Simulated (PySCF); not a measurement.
**CH2FNS, a complex of two parts: interaction energy**

Aim: the interaction energy of `N=C=S` with `F`.

Programs: PySCF 2.14.0. All values are calculated, for the isolated system unless a continuum is named. Atoms count from 0, parts from 1.

## (1) Starting point

6 atoms, charge 0, multiplicity 1; geometry: GFN1-xTB. Parts: 1 = atoms 0–3, `N=C=S`, charge 0; 2 = atoms 4–5, `F`, charge 0.

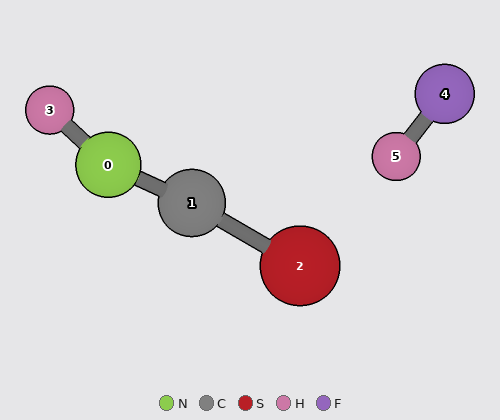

The starting geometry (nitrogen green, carbon grey, sulfur red, hydrogen pink, fluorine purple), atoms numbered.

## (2) Optimising the geometry at PBE0-D3(BJ)/def2-SVPD

The job: settings as JSON, then the geometry in Å.

```
{"job": {"xc": "PBE0", "basis": "def2-SVPD", "d3": "d3bj", "grid": 2, "kind": "geom"}, "charge": 0, "multiplicity": 1, "parts": [{"atoms": "0-3", "charge": 0, "multiplicity": 1}, {"atoms": "4-5", "charge": 0, "multiplicity": 1}]}
N     -0.943698    -0.010970     0.274929
C      0.223488     0.051783     0.032201
S      1.776921     0.236869    -0.070766
H     -1.804579    -0.383671    -0.064956
F      1.810125     1.953024    -2.225891
H      1.834457     1.360591    -1.457951
```

Command:

```
$ OMP_NUM_THREADS=1 python cluster_run.py task.json out
```

This one command runs all jobs of the session in turn.

What it wrote:

```text
step   0  E = -591.48485932  max force = 0.024144
step   1  E = -591.49307595  max force = 0.006724
step   2  E = -591.49397251  max force = 0.005934
step   3  E = -591.49416391  max force = 0.000806
step   4  E = -591.49419291  max force = 0.000512
step   5  E = -591.49419690  max force = 0.000439
step   6  E = -591.49420773  max force = 0.000329
optimisation converged
```

It took 17 s on 1 thread of Intel Xeon 6975P-C, shared host; peak memory 0.47 GiB.

Step by step:

```csv
step,energy from step 0 (eV),largest force component (eV/Å)
0,0.0000,1.2415
1,-0.2236,0.3458
2,-0.2480,0.3051
3,-0.2532,0.0414
4,-0.2540,0.0263
5,-0.2541,0.0226
6,-0.2544,0.0169
```

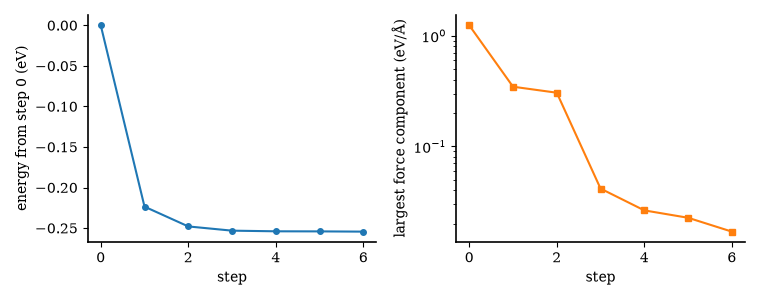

Energy and largest force along the relaxation.

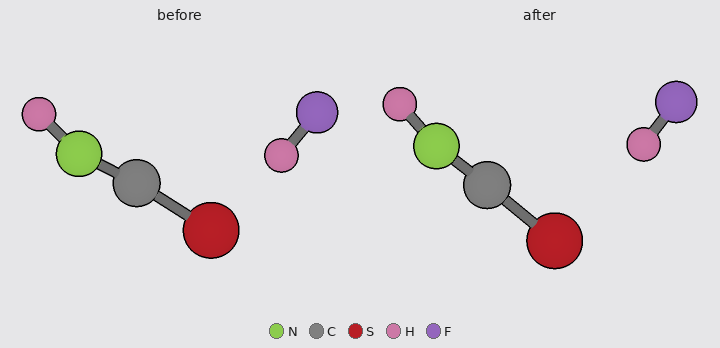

The geometry before (left) and after (right).

Close pairs (by a distance rule), those that changed most:

```csv
bond,before (Å),after (Å),change (Å)
F4–H5,0.970,0.932,-0.039
C1–S2,1.568,1.584,+0.016
N0–H3,0.998,1.006,+0.009
N0–C1,1.194,1.193,-0.001
```

The next job starts from the end point, and lists it.

```csv
at the end point,value
point group (found at 0.08 Å tolerance),C1
"rotational constants (GHz, main isotopes)","6.967, 2.784, 1.995"
dipole moment (D),3.70
```

Contacts at the end point (a selection, picked against the atoms' radii; other short pairs can be missing):

```csv
atoms,distance (Å),kind (by distance and angle),angle (°)
H5···S2,2.29,hydrogen bond,175
```

Against the parts relaxed at this level the binding energy is -5.38 kcal/mol, without counterpoise.

## (3) Coupled-cluster interaction energy: CCSD(T) and MP2

The job: settings as JSON, then the geometry in Å.

```
{"job": {"kind": "intercc", "basis": "aug-cc-pVDZ", "basis_large": "aug-cc-pVTZ"}, "charge": 0, "multiplicity": 1, "parts": [{"atoms": "0-3", "charge": 0, "multiplicity": 1}, {"atoms": "4-5", "charge": 0, "multiplicity": 1}]}
N     -0.967493     0.035363     0.270191
C      0.221316    -0.029879     0.189915
S      1.804871    -0.025015     0.197305
H     -1.785923    -0.358345    -0.163157
F      1.786729     2.011700    -2.288371
H      1.847533     1.437895    -1.556866
```

Method: CCSD(T)/aug-cc-pVDZ and MP2/aug-cc-pVTZ counterpoise interaction energy, frozen core, gas phase.

What it wrote:

```text
part 1, own basis, geometry of the cluster
final grid: 39320 points
cycle   1  E = -490.4036735175  dE =  5.640e-01  |g| = 4.486e-01  |ddm| = 3.646e+00
cycle   2  E = -490.4394360235  dE = -3.576e-02  |g| = 3.096e-01  |ddm| = 9.956e-01
cycle   3  E = -490.4637349088  dE = -2.430e-02  |g| = 4.327e-02  |ddm| = 4.354e-01
cycle   4  E = -490.4644605151  dE = -7.256e-04  |g| = 8.942e-03  |ddm| = 8.988e-02
cycle   5  E = -490.4645152713  dE = -5.476e-05  |g| = 3.568e-03  |ddm| = 2.157e-02
cycle   6  E = -490.4645315693  dE = -1.630e-05  |g| = 1.806e-03  |ddm| = 1.167e-02
cycle   7  E = -490.4645372123  dE = -5.643e-06  |g| = 9.656e-04  |ddm| = 7.924e-03
cycle   8  E = -490.4645383011  dE = -1.089e-06  |g| = 4.132e-04  |ddm| = 3.636e-03
cycle   9  E = -490.4645385120  dE = -2.109e-07  |g| = 1.465e-04  |ddm| = 1.643e-03
cycle  10  E = -490.4645385437  dE = -3.172e-08  |g| = 3.658e-05  |ddm| = 7.325e-04
cycle  11  E = -490.4645385454  dE = -1.735e-09  |g| = 1.047e-05  |ddm| = 1.662e-04
cycle  12  E = -490.4645385455  dE = -7.014e-11  |g| = 5.128e-06  |ddm| = 3.460e-05
converged SCF energy = -490.4645385455

part 2, own basis, geometry of the cluster
final grid: 16976 points
cycle   1  E = -100.0322117345  dE = -1.775e-01  |g| = 4.021e-01  |ddm| = 1.963e+00
cycle   2  E = -100.0531435322  dE = -2.093e-02  |g| = 2.396e-01  |ddm| = 6.577e-01
cycle   3  E = -100.0600551650  dE = -6.912e-03  |g| = 2.365e-02  |ddm| = 2.216e-01
cycle   4  E = -100.0601752128  dE = -1.200e-04  |g| = 6.504e-03  |ddm| = 2.962e-02
cycle   5  E = -100.0601925887  dE = -1.738e-05  |g| = 1.577e-03  |ddm| = 1.255e-02
cycle   6  E = -100.0601940808  dE = -1.492e-06  |g| = 2.467e-04  |ddm| = 4.462e-03
cycle   7  E = -100.0601941201  dE = -3.925e-08  |g| = 2.142e-05  |ddm| = 8.454e-04
cycle   8  E = -100.0601941203  dE = -2.242e-10  |g| = 2.405e-06  |ddm| = 4.815e-05
converged SCF energy = -100.0601941203

part 1, own basis, relaxed alone
final grid: 39320 points
cycle   1  E = -490.4036267802  dE =  5.649e-01  |g| = 4.500e-01  |ddm| = 3.619e+00
cycle   2  E = -490.4390266753  dE = -3.540e-02  |g| = 3.121e-01  |ddm| = 9.905e-01
cycle   3  E = -490.4634384087  dE = -2.441e-02  |g| = 4.318e-02  |ddm| = 4.343e-01
cycle   4  E = -490.4641761907  dE = -7.378e-04  |g| = 9.289e-03  |ddm| = 9.010e-02
cycle   5  E = -490.4642388949  dE = -6.270e-05  |g| = 3.874e-03  |ddm| = 2.245e-02
cycle   6  E = -490.4642600278  dE = -2.113e-05  |g| = 2.005e-03  |ddm| = 1.317e-02
cycle   7  E = -490.4642680970  dE = -8.069e-06  |g| = 6.868e-04  |ddm| = 1.081e-02
cycle   8  E = -490.4642689292  dE = -8.323e-07  |g| = 2.790e-04  |ddm| = 3.474e-03
cycle   9  E = -490.4642690298  dE = -1.006e-07  |g| = 1.508e-04  |ddm| = 1.271e-03
cycle  10  E = -490.4642690423  dE = -1.246e-08  |g| = 3.619e-05  |ddm| = 3.686e-04
cycle  11  E = -490.4642690438  dE = -1.550e-09  |g| = 1.014e-05  |ddm| = 1.546e-04
cycle  12  E = -490.4642690439  dE = -6.901e-11  |g| = 5.008e-06  |ddm| = 3.352e-05
converged SCF energy = -490.4642690439

part 2, own basis, relaxed alone
final grid: 16976 points
cycle   1  E = -100.0335206933  dE = -1.661e-01  |g| = 4.000e-01  |ddm| = 1.982e+00
cycle   2  E = -100.0541535907  dE = -2.063e-02  |g| = 2.352e-01  |ddm| = 6.587e-01
cycle   3  E = -100.0607886442  dE = -6.635e-03  |g| = 2.344e-02  |ddm| = 2.188e-01
cycle   4  E = -100.0609013075  dE = -1.127e-04  |g| = 6.203e-03  |ddm| = 2.903e-02
cycle   5  E = -100.0609167170  dE = -1.541e-05  |g| = 1.498e-03  |ddm| = 1.186e-02
cycle   6  E = -100.0609180343  dE = -1.317e-06  |g| = 2.369e-04  |ddm| = 4.197e-03
cycle   7  E = -100.0609180704  dE = -3.611e-08  |g| = 2.123e-05  |ddm| = 8.255e-04
cycle   8  E = -100.0609180706  dE = -2.208e-10  |g| = 2.366e-06  |ddm| = 4.897e-05
converged SCF energy = -100.0609180706

cluster
final grid: 6104 points
cycle   1  E = -590.5276591951  dE = -5.841e-03  |g| = 3.640e-02  |ddm| = 5.173e-01
cycle   2  E = -590.5281667717  dE = -5.076e-04  |g| = 1.690e-02  |ddm| = 9.331e-02
cycle   3  E = -590.5282641670  dE = -9.740e-05  |g| = 8.222e-03  |ddm| = 3.010e-02
cycle   4  E = -590.5282959421  dE = -3.178e-05  |g| = 2.453e-03  |ddm| = 1.689e-02
cycle   5  E = -590.5283005152  dE = -4.573e-06  |g| = 9.687e-04  |ddm| = 6.280e-03
cycle   6  E = -590.5283013737  dE = -8.586e-07  |g| = 4.591e-04  |ddm| = 2.666e-03
cycle   7  E = -590.5283015750  dE = -2.012e-07  |g| = 2.239e-04  |ddm| = 1.211e-03
cycle   8  E = -590.5283016693  dE = -9.434e-08  |g| = 7.553e-05  |ddm| = 1.153e-03
cycle   9  E = -590.5283016800  dE = -1.071e-08  |g| = 2.974e-05  |ddm| = 4.474e-04
cycle  10  E = -590.5283016806  dE = -5.443e-10  |g| = 1.065e-05  |ddm| = 8.167e-05
converged SCF energy = -590.5283016806

part 1 in the basis of the cluster
final grid: 6104 points
cycle   1  E = -490.4646055870  dE = -6.610e-05  |g| = 1.694e-03  |ddm| = 2.697e-01
cycle   2  E = -490.4646067591  dE = -1.172e-06  |g| = 2.679e-04  |ddm| = 3.621e-02
cycle   3  E = -490.4646068003  dE = -4.118e-08  |g| = 3.849e-05  |ddm| = 7.388e-03
cycle   4  E = -490.4646068010  dE = -6.867e-10  |g| = 2.479e-05  |ddm| = 5.330e-04
converged SCF energy = -490.4646068010

part 2 in the basis of the cluster
final grid: 6104 points
cycle   1  E = -100.0602629184  dE = -6.923e-05  |g| = 1.753e-03  |ddm| = 2.768e-01
cycle   2  E = -100.0602638717  dE = -9.533e-07  |g| = 2.338e-04  |ddm| = 3.105e-02
cycle   3  E = -100.0602638925  dE = -2.078e-08  |g| = 2.040e-05  |ddm| = 4.624e-03
cycle   4  E = -100.0602638927  dE = -1.698e-10  |g| = 7.778e-06  |ddm| = 1.595e-04
converged SCF energy = -100.0602638927

Interaction energy (kcal/mol)
  counterpoise       -3.877
  uncorrected        -4.580
  dispersion part     0.000
  deformation         0.321
  binding            -3.555

Decomposition of the uncorrected value (kcal/mol)
  electrostatic      -5.595
  Pauli               7.425
  orbital            -4.068
  dispersion          0.000
  correlation        -2.341

Charge of each part in the cluster: 0.020 -0.020
part 1 in the basis of the cluster: E(HF) = -490.429320021  E2 = -0.439378033  E(CCSD corr) = -0.450850237  (T) = -0.023367605
part 2 in the basis of the cluster: E(HF) = -100.032815621  E2 = -0.223497814  E(CCSD corr) = -0.227128696  (T) = -0.004295706
cluster: E(HF) = -590.465374718  E2 = -0.664720079  E(CCSD corr) = -0.679421103  (T) = -0.027910283

Counterpoise interaction energy (kcal/mol)
  hf_small                  -2.033
  mp2_small                 -3.190
  ccsd_small                -2.938
  ccsdt_small               -3.092
  hf_large                  -2.153
  mp2_large                 -3.877
  scs_mp2_large             -3.367
  mp2_limit                 -4.115
  ccsdt_less_mp2             0.097
  ccsdt_limit_estimate      -4.018
  bsse_mp2_large             0.703
```

Wall time 72 s (1 thread of Intel Xeon 6975P-C, shared host); peak memory 1.1 GiB.

Contacts at this geometry (a selection, picked against the atoms' radii; other short pairs can be missing):

```csv
atoms,distance (Å),kind (by distance and angle),angle (°)
H5···S2,2.29,hydrogen bond,175
```

Differences are taken before rounding.

```csv
method,interaction energy (kcal/mol),"from CCSD(T), limit estimate (kcal/mol)"
HF/aug-cc-pVDZ,-2.03,+1.99
MP2/aug-cc-pVDZ,-3.19,+0.83
CCSD/aug-cc-pVDZ,-2.94,+1.08
CCSD(T)/aug-cc-pVDZ,-3.09,+0.93
HF/aug-cc-pVTZ,-2.15,+1.86
MP2/aug-cc-pVTZ,-3.88,+0.14
SCS-MP2/aug-cc-pVTZ,-3.37,+0.65
"MP2, extrapolated",-4.12,-0.10
"CCSD(T), limit estimate",-4.02,0
```

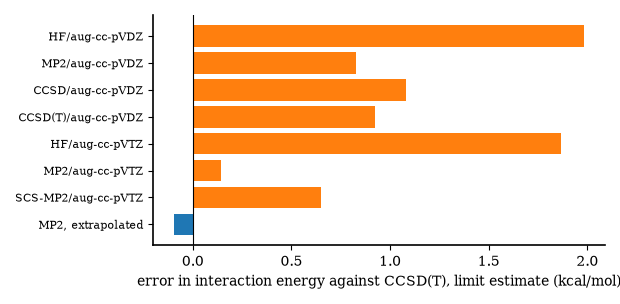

Error of each method against CCSD(T), limit estimate.

These energies keep the parts at their geometry in the cluster; deforming them to it costs 0.32 kcal/mol (MP2).

## (4) What came out

| quantity | value |
| --- | --- |
| point group | C1 |
| rotational constants (main isotopes) | 6.97, 2.78, 1.99 GHz |
| interaction energy, CCSD(T) limit estimate | -4.02 kcal/mol |
| MP2/aug-cc-pVTZ | -3.88 kcal/mol |
| T1 diagnostic | 0.0170 |

The optimisation took 6 steps and gained 0.254 eV; among the close pairs (by a distance rule), F4–H5 changed most, from 0.970 to 0.932 Å. The interaction energy leaves out the deformation of the parts, 0.32 kcal/mol (MP2); added to the CCSD(T) estimate it gives a binding of about -3.70 kcal/mol. The estimate adds CCSD(T) less MP2 in the small basis (+0.10 kcal/mol) to extrapolated MP2. Hartree-Fock gives -2.15 against -4.02 kcal/mol.
